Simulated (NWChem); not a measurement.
# A workflow on the pair BH2F···C2H6

We compute a single-point energy (singlet C2H8BF, CAM-B3LYP/cc-pVDZ), then the energy (singlet BH2F, CAM-B3LYP/cc-pVDZ), then a single-point energy (singlet C2H6, CAM-B3LYP/cc-pVDZ), then a single-point energy (singlet BH2F, CAM-B3LYP/cc-pVDZ), then the energy (singlet C2H6, CAM-B3LYP/cc-pVDZ) of C2H8BF and its partners. 

Program for the calculation: NWChem 7.3.0.

### 1 The system as given

C2H8BF has 12 atoms, charge 0, and is taken as a singlet. The two molecules were placed rigidly side by side, at 0.85 times their contact distance; the pair isn't optimised.

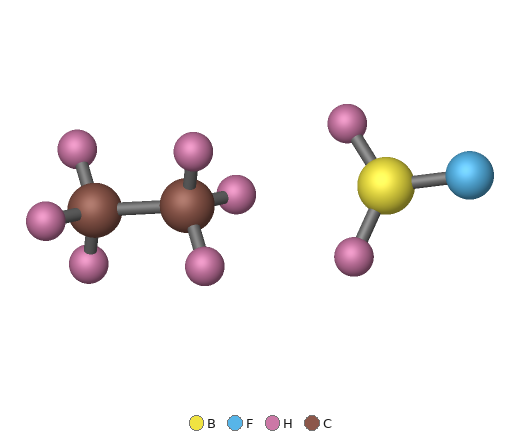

The structure, seen from a chosen angle (boron yellow, fluorine blue, hydrogen pink, carbon brown).

### 2 The energy at CAM-B3LYP/cc-pVDZ (run 1)

Contents of a.nw:

```
start a
title "C2H8BF"
memory stack 880 mb heap 220 mb global 1100 mb
charge 0

geometry units bohr noautosym nocenter noautoz
   B     -0.07785672     0.02088147    -0.04862265
   F      1.97911017    -0.53224136     1.23773282
   H     -1.93961489    -1.19818085     0.36146681
   H      0.03836144     1.70954074    -1.55055808
   C     -4.93288438     1.52413971    -2.96813613
   C     -7.01972784     2.14793830    -4.83662174
   H     -3.29498316     0.69789476    -3.91590937
   H     -4.28533193     3.21175962    -1.97009618
   H     -5.57408736     0.17102021    -1.54636289
   H     -8.65770465     2.97405097    -3.88896188
   H     -7.66703463     0.46029949    -5.83473728
   H     -6.37873274     3.50122787    -6.25820601
end

basis spherical bse
   B library cc-pVDZ
   F library cc-pVDZ
   H library cc-pVDZ
   C library cc-pVDZ
end

dft
   xc xcamb88 1.00 lyp 0.81 vwn_5 0.19 hfexch 1.00
   cam 0.33 cam_alpha 0.19 cam_beta 0.46
   mult 1
   grid fine
   convergence energy 1e-08
   direct
   maxiter 100
   mulliken
   print low
end

task dft energy
```

The run is started by

```bash
$ nwchem a.nw > a.out
```

What it wrote:

```text
[...]
 d= 0,ls=0.0,diis     1   -205.5860601792 -3.11D+02  8.42D-03  4.89D-01     4.4
[...]
 d= 0,ls=0.0,diis     8   -205.6474249715 -2.89D-09  6.38D-07  1.69D-08    35.1
         Total DFT energy =     -205.647424971498
      One electron energy =     -487.800039795201
           Coulomb energy =      205.318976980323
    Exchange-Corr. energy =      -28.275717072236
 Nuclear repulsion energy =      105.109354915616
[...]
      Total Density - Mulliken Population Analysis
     ---------------------------------------------
    Atom       Charge   Shell Charges
 -----------   ------   -------------------------------------------------------
    1 B    5     4.78   2.02  0.60  0.34  1.43  0.24  0.14
    2 F    9     9.06   2.01  0.90  0.93  3.36  1.86  0.01
    3 H    1     1.08   0.75  0.32  0.01
    4 H    1     1.08   0.75  0.32  0.01
    5 C    6     6.11   2.01  0.65  0.40  2.13  0.87  0.05
    6 C    6     6.04   2.01  0.65  0.34  2.13  0.85  0.05
    7 H    1     0.97   0.74  0.20  0.03
    8 H    1     0.97   0.74  0.20  0.03
    9 H    1     0.97   0.74  0.20  0.03
   10 H    1     0.98   0.74  0.21  0.03
[...]
```

Run time: 36 s. Hardware: 1 thread of AMD EPYC 9R14 (Zen 4), shared host; peak memory 0.12 GiB.

### 3 BH2F: the energy at CAM-B3LYP/cc-pVDZ (run 2)

Contents of bfh2.nw:

```
start bfh2
memory total 2200 mb
geometry noautosym nocenter noautoz
 B    -0.041200    0.011050   -0.025730
 F     1.047300   -0.281650    0.654980
 H    -1.026400   -0.634050    0.191280
 H     0.020300    0.904650   -0.820520
end
basis spherical bse
 B library cc-pVDZ
 F library cc-pVDZ
 H library cc-pVDZ
end
dft
 xc xcamb88 1.00 lyp 0.81 vwn_5 0.19 hfexch 1.00
 cam 0.33 cam_alpha 0.19 cam_beta 0.46
 grid fine
 convergence energy 1e-08
 direct
 iterations 100
 mulliken
 noprint "final vectors analysis"
end
task dft
```

The run is started by

```bash
$ nwchem bfh2.nw > bfh2.out
```

What it wrote:

```text
[...]
          Wavefunction type:  closed shell.
          No. of atoms     :     4
          No. of electrons :    16
[...]
          Charge           :     0
          Spin multiplicity:     1
[...]
          AO basis - number of functions:    38
[...]
              XC Information
              --------------
                     Hartree-Fock (Exact) Exchange  1.000
                   CAM-Becke88 Exchange Functional  1.000
                      VWN V Correlation Functional  0.190 local
              Lee-Yang-Parr Correlation Functional  0.810
[...]
 d= 0,ls=0.0,diis     1   -125.8373523422 -1.53D+02  1.89D-02  3.36D-01     0.4
[...]
 d= 0,ls=0.0,diis     8   -125.8807474638 -2.77D-10  1.93D-07  4.32D-11     2.4
         Total DFT energy =     -125.880747463826
      One electron energy =     -227.189500777619
           Coulomb energy =       89.362964277423
    Exchange-Corr. energy =      -15.229909303729
 Nuclear repulsion energy =       27.175698340099
[...]
      Total Density - Mulliken Population Analysis
     ---------------------------------------------
    Atom       Charge   Shell Charges
 -----------   ------   -------------------------------------------------------
    1 B    5     4.77   2.01  0.60  0.35  1.43  0.24  0.14
    2 F    9     9.07   2.01  0.90  0.93  3.36  1.87  0.01
    3 H    1     1.08   0.74  0.32  0.01
    4 H    1     1.08   0.74  0.32  0.01
[...]
```

It took 2.9 s on 1 thread of AMD EPYC 9R14 (Zen 4), shared host; peak memory 0.11 GiB.

### 4 C2H6: a single-point energy at CAM-B3LYP/cc-pVDZ (run 3)

Contents of c2h6.nw:

```
start c2h6
title "C2H6 energy"
memory stack 880 mb heap 220 mb global 1100 mb
charge 0
geometry units atomic noautosym nocenter noautoz
C   -4.93288438   1.52413971  -2.96813613
C   -7.01972784   2.14793830  -4.83662174
H   -3.29498316   0.69789476  -3.91590937
H   -4.28533193   3.21175962  -1.97009618
H   -5.57408736   0.17102021  -1.54636289
H   -8.65770465   2.97405097  -3.88896188
H   -7.66703463   0.46029949  -5.83473728
H   -6.37873274   3.50122787  -6.25820601
end
basis spherical bse
* library cc-pVDZ
end
dft
xc xcamb88 1.00 lyp 0.81 vwn_5 0.19 hfexch 1.00
cam 0.33 cam_alpha 0.19 cam_beta 0.46
mult 1
grid fine
convergence energy 1e-08
direct
maxiter 100
mulliken
noprint "final vectors analysis"
end
task dft energy
```

The run is started by

```bash
$ nwchem c2h6.nw > c2h6.out
```

What it wrote:

```text
[...]
          Wavefunction type:  closed shell.
          No. of atoms     :     8
          No. of electrons :    18
[...]
          Charge           :     0
          Spin multiplicity:     1
[...]
          AO basis - number of functions:    58
[...]
              XC Information
              --------------
                     Hartree-Fock (Exact) Exchange  1.000
                   CAM-Becke88 Exchange Functional  1.000
                      VWN V Correlation Functional  0.190 local
              Lee-Yang-Parr Correlation Functional  0.810
[...]
 d= 0,ls=0.0,diis     1    -79.7518949485 -1.22D+02  5.07D-03  1.49D-01     1.4
[...]
 d= 0,ls=0.0,diis     7    -79.7693637063 -2.98D-10  1.18D-07  9.84D-12     8.7
         Total DFT energy =      -79.769363706331
      One electron energy =     -189.418366574639
           Coulomb energy =       80.354231360708
    Exchange-Corr. energy =      -13.033775132322
 Nuclear repulsion energy =       42.328546639922
[...]
      Total Density - Mulliken Population Analysis
     ---------------------------------------------
    Atom       Charge   Shell Charges
 -----------   ------   -------------------------------------------------------
    1 C    6     6.07   2.01  0.65  0.37  2.13  0.85  0.05
    2 C    6     6.07   2.01  0.65  0.37  2.13  0.85  0.05
    3 H    1     0.98   0.74  0.21  0.03
    4 H    1     0.98   0.74  0.21  0.03
    5 H    1     0.98   0.74  0.21  0.03
    6 H    1     0.98   0.74  0.21  0.03
    7 H    1     0.98   0.74  0.21  0.03
    8 H    1     0.98   0.74  0.21  0.03
[...]
```

Run time: 9.3 s. Hardware: 1 thread of AMD EPYC 9R14 (Zen 4), shared host; peak memory 0.11 GiB.

### 5 BH2F among ghost functions: a single-point energy at CAM-B3LYP/cc-pVDZ (with ghost functions) (run 4)

Contents of mymol.nw:

```
start mymol
memory 2200 mb

geometry noautosym nocenter noautoz
B    -0.041200    0.011050   -0.025730
F     1.047300   -0.281650    0.654980
H    -1.026400   -0.634050    0.191280
H     0.020300    0.904650   -0.820520
bqC     -2.610370     0.806540    -1.570670
bqC     -3.714680     1.136640    -2.559430
bqH     -1.743630     0.369310    -2.072210
bqH     -2.267700     1.699590    -1.042530
bqH     -2.949680     0.090500    -0.818300
bqH     -4.581460     1.573800    -2.057950
bqH     -4.057220     0.243580    -3.087610
bqH     -3.375480     1.852770    -3.311700
end

basis spherical bse
B library cc-pVDZ
F library cc-pVDZ
H library cc-pVDZ
bqC library C cc-pVDZ
bqH library H cc-pVDZ
end

dft
xc xcamb88 1.00 lyp 0.81 vwn_5 0.19 hfexch 1.00
cam 0.33 cam_alpha 0.19 cam_beta 0.46
grid fine
convergence energy 1e-08
direct
iterations 100
mulliken
print low
end

task dft energy
```

The run is started by

```bash
$ nwchem mymol.nw > mymol.out
```

What it wrote:

```text
[...]
 d= 0,ls=0.0,diis     1   -125.8388995698 -1.53D+02  7.73D-03  3.36D-01     3.5
[...]
 d= 0,ls=0.0,diis     8   -125.8823395729 -2.84D-10  7.60D-08  4.22D-11    32.1
         Total DFT energy =     -125.882339572912
      One electron energy =     -227.176202051792
           Coulomb energy =       89.346162463349
    Exchange-Corr. energy =      -15.227998324567
 Nuclear repulsion energy =       27.175698340099
[...]
      Total Density - Mulliken Population Analysis
     ---------------------------------------------
    Atom       Charge   Shell Charges
 -----------   ------   -------------------------------------------------------
    1 B    5     4.77   2.02  0.60  0.34  1.43  0.24  0.14
    2 F    9     9.06   2.01  0.90  0.93  3.36  1.86  0.01
    3 H    1     1.08   0.75  0.31  0.01
    4 H    1     1.08   0.75  0.32  0.01
    5 X    0     0.01   0.00  0.00 -0.01 -0.00  0.01 -0.00
    6 X    0     0.00  -0.00 -0.00  0.00 -0.00  0.00 -0.00
    7 X    0     0.00  -0.00  0.00  0.00
    8 X    0     0.00  -0.00  0.00 -0.00
    9 X    0     0.00  -0.00  0.00 -0.00
   10 X    0    -0.00  -0.00 -0.00 -0.00
[...]
```

It took 33 s on 1 thread of AMD EPYC 9R14 (Zen 4), shared host; peak memory 0.12 GiB.

### 6 C2H6 among ghost functions: a single-point energy at CAM-B3LYP/cc-pVDZ (with ghost functions) (run 5)

Contents of c2h6.nw:

```
start c2h6
memory 2200 mb
charge 0

geometry units angstrom noautosym nocenter noautoz
 C       -2.610370       0.806540      -1.570670
 C       -3.714680       1.136640      -2.559430
 H       -1.743630       0.369310      -2.072210
 H       -2.267700       1.699590      -1.042530
 H       -2.949680       0.090500      -0.818300
 H       -4.581460       1.573800      -2.057950
 H       -4.057220       0.243580      -3.087610
 H       -3.375480       1.852770      -3.311700
 bqB     -0.041200     0.011050    -0.025730
 bqF      1.047300    -0.281650     0.654980
 bqH     -1.026400    -0.634050     0.191280
 bqH      0.020300     0.904650    -0.820520
end

basis spherical bse
 C library cc-pVDZ
 H library cc-pVDZ
 bqB library B cc-pVDZ
 bqF library F cc-pVDZ
 bqH library H cc-pVDZ
end

dft
 xc xcamb88 1.00 lyp 0.81 vwn_5 0.19 hfexch 1.00
 cam 0.33 cam_alpha 0.19 cam_beta 0.46
 grid fine
 convergence energy 1e-08
 direct
 maxiter 100
 mulliken
 print low
end

task dft energy
```

The run is started by

```bash
$ nwchem c2h6.nw > c2h6.out
```

What it wrote:

```text
[...]
 d= 0,ls=0.0,diis     1    -79.7522392454 -1.22D+02  3.12D-03  1.51D-01     3.9
[...]
 d= 0,ls=0.0,diis     7    -79.7697231323 -3.60D-10  6.82D-08  1.44D-11    28.6
         Total DFT energy =      -79.769723132333
      One electron energy =     -189.412360006739
           Coulomb energy =       80.347159482068
    Exchange-Corr. energy =      -13.033072310402
 Nuclear repulsion energy =       42.328549702741
[...]
      Total Density - Mulliken Population Analysis
     ---------------------------------------------
    Atom       Charge   Shell Charges
 -----------   ------   -------------------------------------------------------
    1 C    6     6.10   2.01  0.65  0.40  2.13  0.85  0.05
    2 C    6     6.04   2.01  0.65  0.34  2.13  0.85  0.05
    3 H    1     0.96   0.74  0.19  0.03
    4 H    1     0.97   0.74  0.20  0.03
    5 H    1     0.97   0.74  0.20  0.03
    6 H    1     0.98   0.74  0.21  0.03
    7 H    1     0.98   0.74  0.21  0.03
    8 H    1     0.98   0.74  0.21  0.03
    9 X    0     0.01  -0.00 -0.00  0.00 -0.00  0.01  0.00
   10 X    0    -0.00  -0.00 -0.00  0.00  0.00 -0.00 -0.00
[...]
```

Run time: 29 s. Hardware: 1 thread of AMD EPYC 9R14 (Zen 4), shared host; peak memory 0.12 GiB.

### 7 Results

```
                                                                                                                quantity          value
                                                                                  run 1, CAM-B3LYP/cc-pVDZ: total energy  -205.64742 Eh
                                                                                                      BH2F: total energy  -125.88075 Eh
                                                                                                     BH2F: dipole moment         0.62 D
                                                                                                      C2H6: total energy   -79.76936 Eh
                                                                                                     C2H6: dipole moment         0.00 D
                                                                                BH2F among ghost functions: total energy  -125.88234 Eh
                                                                                C2H6 among ghost functions: total energy   -79.76972 Eh
              interaction energy of the rigid parts BH2F and C2H6 (parts in their own basis; closest atoms 2.23 Å apart)       0.073 eV
interaction energy of the rigid parts BH2F and C2H6 (parts in the whole basis, counterpoise; closest atoms 2.23 Å apart)       0.126 eV
```

What this shows: The interaction energy of the rigid parts BH2F and C2H6 (parts in their own basis; closest atoms 2.23 Å apart) is 0.07 eV (1.7 kcal/mol): the parts repel at this shape. Without counterpoise this holds the superposition error of the basis. The interaction energy of the rigid parts BH2F and C2H6 (parts in the whole basis, counterpoise; closest atoms 2.23 Å apart) is 0.13 eV (12.2 kJ/mol): the parts repel at this shape. The basis-set superposition error is 5.1 kJ/mol. Mulliken charges (run 1, CAM-B3LYP/cc-pVDZ) run from -0.11 on C5 to +0.22 on B1; they depend strongly on the basis. Mulliken charges (BH2F) run from -0.08 on H3 to +0.23 on B1; they depend strongly on the basis.
